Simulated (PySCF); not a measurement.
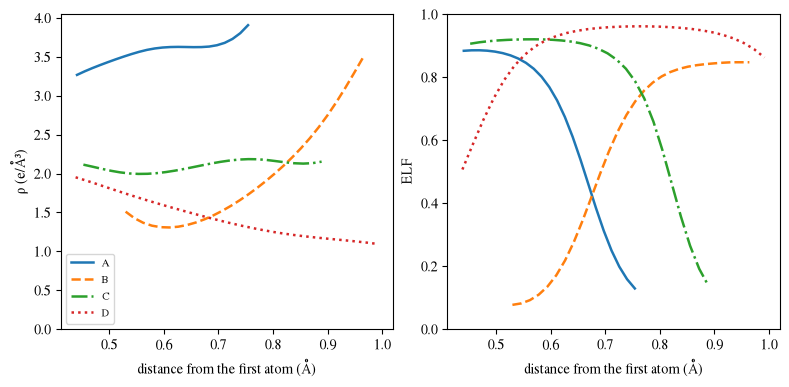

Figure 1: C4H3BFN (SMILES N#CB(F)[C+]1[CH]C1) (charge +1, doublet). Total electron density and ELF along straight lines between neighbouring atoms. The curves leave out the atomic cores.

Geometry: GFN2-xTB.

Method: UKS B3LYP, pcH-1 on B C F H N, non-relativistic, mean-field spin-orbit, GIAO in PySCF.

```xyz
10

N     3.1303   -0.3011    1.3895
C     2.2834    0.0964    0.7408
B     1.1714    0.6729   -0.1857
F     1.5008    1.4505   -1.1546
C    -0.2438    0.2231    0.1637
C    -1.3681    0.2925    0.8926
C    -1.3614   -0.7400   -0.1346
H    -1.8959    0.7427    1.7041
H    -1.3615   -1.7850    0.1870
H    -1.8462   -0.6474   -1.1102
```

> Which curve belongs to which contact (B–F, C–B, C–C and C–N)? The first atom named is at distance zero.

Curve A: C–N (1.14 Å): ρ at the midpoint is about 3.6 e/Å³; the ELF peaks at about 0.90 between the atoms (a short, multiple covalent bond). Curve B: B–F (1.29 Å): the density is about 1.3 e/Å³ at the midpoint; the ELF peaks at about 0.85 in the valence shell of F, 0.4 Å from its nucleus, and is about 0.30 at the midpoint. Curve C: C–C (1.34 Å): ρ at the midpoint is about 2.1 e/Å³; the ELF peaks at about 0.90 between the atoms; a multiple bond. Curve D: C–B (1.53 Å): ρ at the midpoint is about 1.3 e/Å³; the ELF peaks at about 0.95 between the atoms; a covalent bond.
